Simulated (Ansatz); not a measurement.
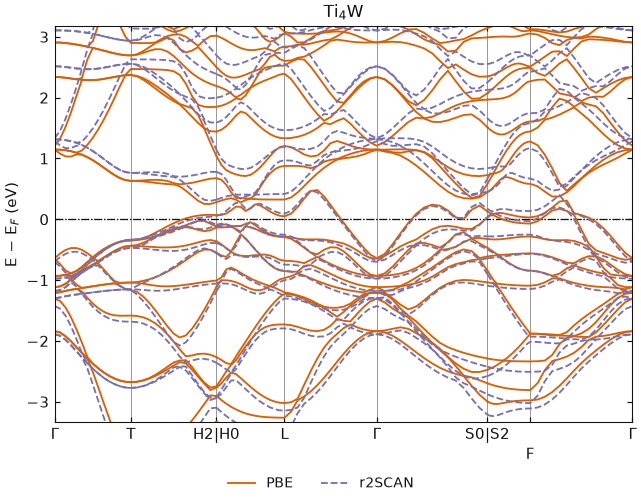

Band structures of Ti4W, space group R-3m, 5 atoms in the cell, by two methods on the same cell. Each is counted from its own Fermi level.

### How do the methods compare?

Both give a metal. The 10 bands that come within 1 eV of the Fermi level differ by 0.07 eV on average and by 0.19 eV at most (between Γ and S0).

Settings. PBE: DFT PBE, scalar-relativistic, plane waves, PAW, no spin polarisation, 12×12×12 k mesh, 420 eV cutoff (Ansatz 0.2.0). r2SCAN: DFT r2SCAN, scalar-relativistic, plane waves, PAW, no spin polarisation, 12×12×12 k mesh, 500 eV cutoff, Gaussian smearing of 0.1 eV (Ansatz).

The structure is an invented one, so it need not be a known or stable phase. Spin-orbit coupling is left out, which matters for W.
